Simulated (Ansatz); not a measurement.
# AlOs (Pm-3m): from the cell to its phonons, part 2 of 2

Aim: the phonons of AlOs (Pm-3m) at a cell relaxed beforehand at this level. After the zone centre comes a 4×4×4 q mesh on a 16×16×16 k mesh.

Ansatz 0.2.0; DFT PBEsol, scalar-relativistic, plane waves, PAW; PAW set soft_1.

So far. Step 2 (Modes at Γ): Before it was imposed, the acoustic sum rule was missed by 3.5e-5 eV/Å². Small misses are needed for a sound result but don't prove that mesh and cutoff are converged. The lowest optical mode is real, 328 cm⁻¹.

**3. The dispersion (continued)**

The phonon density of states has structure finer than the step of the table below, so its rows give means over 25 cm⁻¹, whole bins alone (the curve runs from 2.5 to 368 cm⁻¹). Peaks (cm⁻¹: height): 122.5: 0.0506, 137.5: 0.0567, 322.5: 0.0652, 362.5: 0.0748.

Tetrahedra on a 24×24×24 mesh, mean over bins of 5 cm-1. Interpolated from a 4×4×4 q mesh. Phonon density of states against wavenumber; means over each step:

```
wavenumber (cm⁻¹)  phonon density of states (1/cm⁻¹/cell)
               25                                  6.9e-4
               50                                 0.00319
               75                                  0.0160
              100                                  0.0291
              125                                  0.0446
              150                                  0.0255
              175                                  9.3e-4
              200                                       0
              225                                       0
              250                                       0
              275                                       0
              300                                 0.00662
              325                                  0.0530
              350                                  0.0505
```

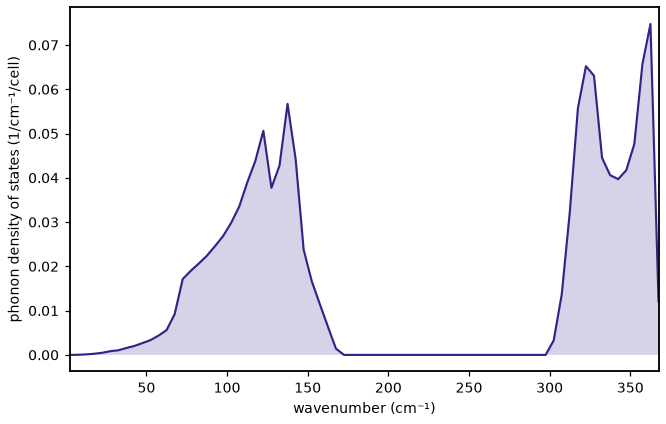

Phonon density of states, plotted against wavenumber.

The partial phonon density of states has structure finer than the step of the table below, so its rows give means over 25 cm⁻¹, whole bins alone (the curve runs from -10 to 387 cm⁻¹). Peaks (cm⁻¹: height): Al 325.0: 0.0623, 359.9: 0.0655; Os 137.5: 0.0521.

Phonopy on the run's constants, 19x19x19 mesh, Gaussian sigma 2.8 cm-1. Interpolated from a 4×4×4 q mesh. Partial phonon density of states against wavenumber; means over each step; values in 1/cm⁻¹/cell:

```
wavenumber (cm⁻¹)       Al       Os
               25   8.9e-5   6.6e-4
               50   3.5e-4  0.00285
               75  0.00171   0.0143
              100  0.00241   0.0266
              125  0.00188   0.0425
              150   3.4e-4   0.0252
              175   5.0e-7  0.00107
              200        0        0
              225        0        0
              250        0        0
              275        0        0
              300  0.00688   5.5e-5
              325   0.0501  0.00252
              350   0.0466  0.00347
```

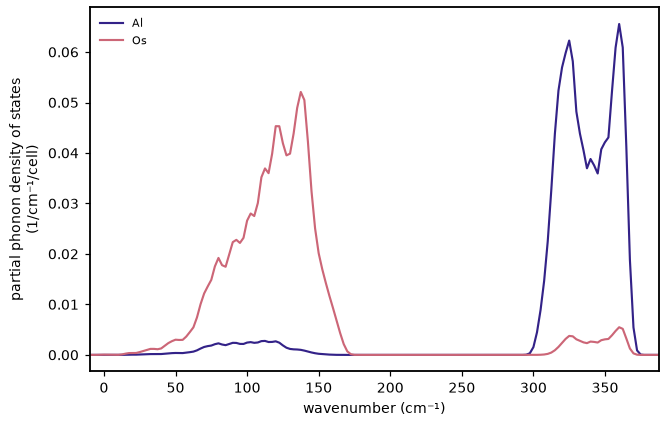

Partial phonon density of states against wavenumber.

Second derivatives of the energy by pair, one row for each kind of neighbour of each atom listed. Each entry sums the pair over the periodic images of the supercell that the q mesh stands for, and in a polar crystal it holds the long-range dipole part too. Force constants by pair, by row:

```
atom  neighbour  distance (Å)  third of the trace (eV/Å²)  along the pair's line (eV/Å²)
 Al1     itself             0                       10.79                              –
 Al1         Os         2.592                      -1.079                         -3.935
 Al1         Al         2.993                     -0.2014                        -0.6733
 Al1         Al         4.232                      0.0075                         -0.041
 Al1         Os         4.963                     -0.0187                         -0.044
 Al1         Al         5.183                     -0.0735                        -0.1956
 Al1         Al         5.985                      0.0191                         0.0807
 Al1         Os         6.522                     -0.0119                         -0.008
 Al1         Al         6.692                      0.0037                         0.0188
 Os2     itself             0                       14.04                              –
 Os2         Al         2.592                      -1.079                         -3.935
 Os2         Os         2.993                     -0.4608                        -0.7608
 Os2         Os         4.232                     -0.2984                        -0.8158
 Os2         Al         4.963                     -0.0187                         -0.044
 Os2         Os         5.183                       0.074                         0.1753
 Os2         Os         5.985                      0.1237                         0.5327
 Os2         Al         6.522                     -0.0119                         -0.008
 Os2         Os         6.692                      0.0874                          0.098
```

Harmonic thermodynamic functions per atom, from the density of states. Interpolated from a 4×4×4 q mesh. Thermodynamic functions, by row:

```csv
T (K),F_vib (meV/atom),S (J/mol-atom/K),C_V (J/mol-atom/K)
0,42.19,0,0
50,41.84,2.484,5.58
100,39,8.539,12.23
200,24.16,19.66,19.53
300,-0.83,28.17,22.2
400,-33.57,34.73,23.32
500,-72.39,40.01,23.88
600,-116.2,44.39,24.2
700,-164.2,48.13,24.39
800,-215.8,51.4,24.52
900,-270.6,54.29,24.61
1000,-328.2,56.89,24.67
```

Harmonic mean-square displacement, third of the trace. Interpolated from a 4×4×4 q mesh. Mean square displacements, by row:

| T (K) | Al1 U_eq (Å²) | Os2 U_eq (Å²) |
| --- | --- | --- |
| 0 | 0.00214 | 7.90e-4 |
| 100 | 0.00254 | 0.00134 |
| 300 | 0.00471 | 0.0035 |
| 600 | 0.0087 | 0.0069 |

Symmetry leaves 10 wavevectors to solve. The lowest mode among them, the acoustic zeros apart, lies at q = (0, 0.25, 0.25) and is real, 63.8 cm⁻¹.

**4. Outcome**

```yaml
space_group_within_0p01_a: Pm-3m
volume_per_atom: 13.4 Å³
electronic_character: no gap on this mesh
highest_optical_mode_at_the_zone_centre_no_lo_to_term: 328 cm⁻¹
lowest_optical_zone_centre_mode: 328 cm⁻¹
lowest_mode_on_the_q_mesh_acoustic_modes_at_gamma_apart: 63.8 cm⁻¹
highest_frequency_on_the_path_or_at_a_solved_wavevector: 367 cm⁻¹
zero_point_energy_per_atom: 42.2 meV
heat_capacity_at_300_k: 22.2 J/(mol atoms K)
vibrational_entropy_at_300_k: 28.2 J/(mol atoms K)
debye_temperature_second_moment: 471 K
imaginary_modes_on_the_4x4x4_q_mesh: none
```

**Reading.** The structure is a minimum as far as tested: no mode is imaginary at the 10 irreducible wavevectors of the 4×4×4 mesh, and the softest away from the acoustic zeros lies at 64 cm⁻¹. The optical modes at Γ form one degenerate level at 328 cm⁻¹. The highest mode in this list at Γ, 327.6 cm⁻¹, is mostly motion of Al (88 % of the kinetic energy). On the path and the mesh, the widest gap between branches runs from 168 to 302 cm⁻¹. With no gap, or one that is small against the smearing, the frequencies hang on the k mesh and the smearing, most of all near Kohn anomalies. The phonon runs are without spin polarisation, although the cell has an odd electron count. Spin-orbit coupling is left out, which can matter for the heavy elements here. The PAW files were made for PBE and serve the other functionals too. These are harmonic frequencies at zero temperature: anharmonic shifts, linewidths and thermal expansion are left out.

[Logs are printed without paths, hosts, clocks, repeated set-up lines and the standing remarks that a program may print on its own settings, such as how far it seeks lower states.]

[Hosts, paths, dates, database ids (printed as entryN), source tags and the programs' standing remarks are cut or masked in the printed files.]
